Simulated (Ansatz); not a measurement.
# Calculations on C3H2ClN

## 1. Relaxation

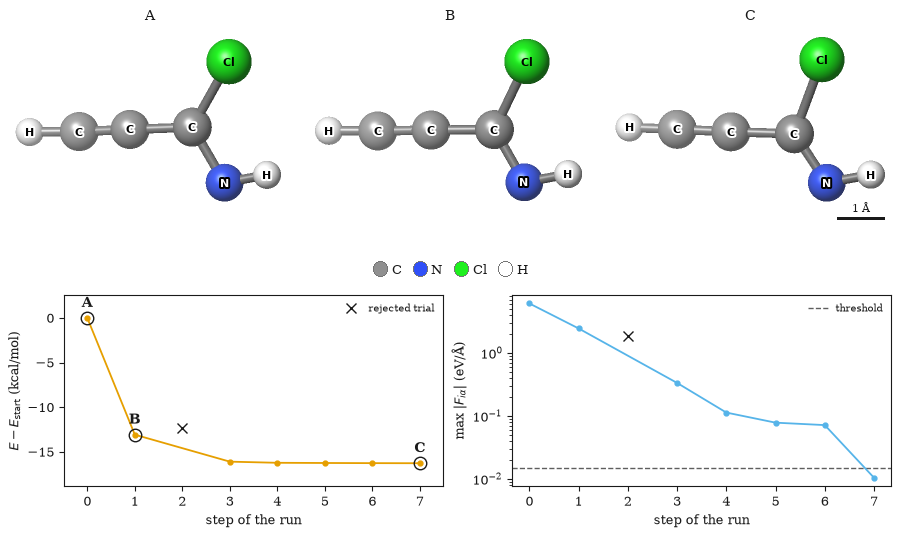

Frames of a relaxation of C3H2ClN, marked on the history of the run. Style: ball-and-stick. Shown at a tilt.

The run prepares an end point of a later path (torsion) calculation, from a guessed geometry.

These are results of Ansatz, RKS PBE0/def2-SVP, not measurements. (no spin polarisation; force threshold 0.015 eV/Å; at most 40 steps)

Q: Describe the path.

A: The largest move after the best rigid fit is that of the Cl atom, 0.16 Å. Largest moves by element: Cl 0.16 Å, C 0.15 Å, H 0.10 Å, N 0.05 Å. Some distances before and after: C–N 1.376 → 1.257 Å, C–Cl 1.693 → 1.769 Å, C–C 1.167 → 1.211 Å, H–N 0.982 → 1.023 Å. Among the angles between lasting bonds that change: C–C–Cl 124.7° → 112.2°, C–C–N 116.3° → 123.7°, C–C–H 173.7° → 179.6°. Over 6 accepted moves (7 points after the start) the energy falls by 16.3 kcal/mol. Largest force component: 6.1 eV/Å at the start, 0.01 eV/Å at the end. The line search rejected the trial step at point 2 of the run. From step 0 to 1: a C atom moves most (0.08 Å), energy −13.1 kcal/mol. From step 1 to 7: the Cl atom moves most (0.12 Å), energy −3.20 kcal/mol.

| step | E − E(0), kcal/mol | largest force component, eV/Å | note |
| --- | --- | --- | --- |
| 0 | 0.00 | 6.0959 |  |
| 1 | -13.07 | 2.4456 |  |
| 2 | -12.27 | 1.8418 | rejected |
| 3 | -16.09 | 0.3341 |  |
| 4 | -16.22 | 0.1131 |  |
| 5 | -16.24 | 0.0782 |  |
| 6 | -16.26 | 0.0715 |  |
| 7 | -16.27 | 0.0104 |  |

## 2. Relaxation

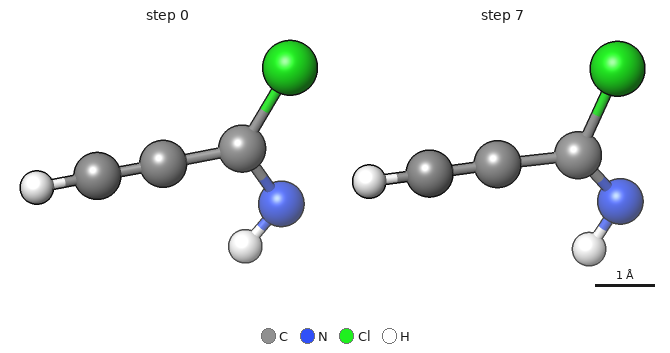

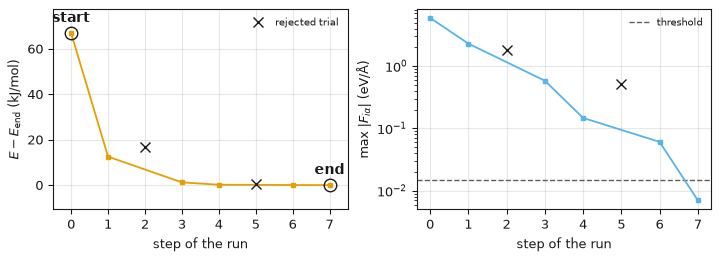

First and last geometry of a relaxation of C3H2ClN, with the history of the run. Style: ball-and-stick. Shown at a tilt.

The run prepares an end point of a later path (torsion) calculation, from a guessed geometry.

Computed with RKS PBE0/def2-SVP (Ansatz 0.2.0). Set-up: no spin polarisation; force threshold 0.015 eV/Å; at most 40 steps.

> Did the run converge, and what did it change?

It converged. An H atom moves most after the best rigid fit: 0.17 Å. By element the largest moves are H 0.17 Å, C 0.14 Å, Cl 0.13 Å, N 0.08 Å. Some distances before and after: C–N 1.376 → 1.260 Å, C–Cl 1.693 → 1.745 Å, C–C 1.167 → 1.212 Å, H–N 0.982 → 1.023 Å. Bond angles that change, for instance: C–C–Cl 124.7° → 113.0°, C–C–N 116.3° → 127.7°, C–C–H 173.7° → 179.7°. The energy falls by 66.9 kJ/mol in 5 accepted moves (7 points after the start). Largest force component: 5.9 eV/Å at the start, 0.007 eV/Å at the end. The line search rejected the trial steps at points 2, 5 of the run.

## 3. Path

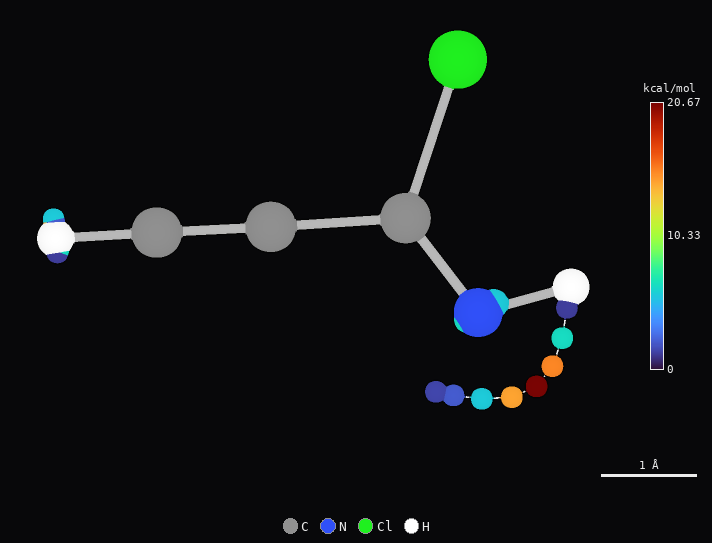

A search for the minimum-energy path of C3H2ClN by the nudged elastic band. Images are numbered from 0 (start) to 8 (end). The start is drawn whole; smaller spheres mark the moving atoms (N, H) in the later images, joined by lines and coloured by the energy of the image relative to the start. Style: ball-and-stick. Shown face on.

All numbers below come from Ansatz, RKS PBE0/def2-SVP. Set-up: 7 movable images; climbing image; force threshold 0.05 eV/Å; iteration limit 46; starting path through a guess of the saddle point.

Question: Describe the path and its energy.

Answer: The motion is an in-plane inversion: the angle C–N–H opens from 112° to 177° on the way and closes on the other side (110° at the end). No bond forms or breaks between the ends. Among the angles between lasting bonds that change up to the highest image: C–N–H 112.1° → 177.0°, C–C–N 123.7° → 128.3°. The highest point, image 4, lies 20.7 kcal/mol above the start and 19.2 kcal/mol above the end; the end is at +1.5 kcal/mol relative to the start. The band is converged. At the top, the vibrational analysis gives one imaginary mode (924i cm⁻¹), as a transition state must have.
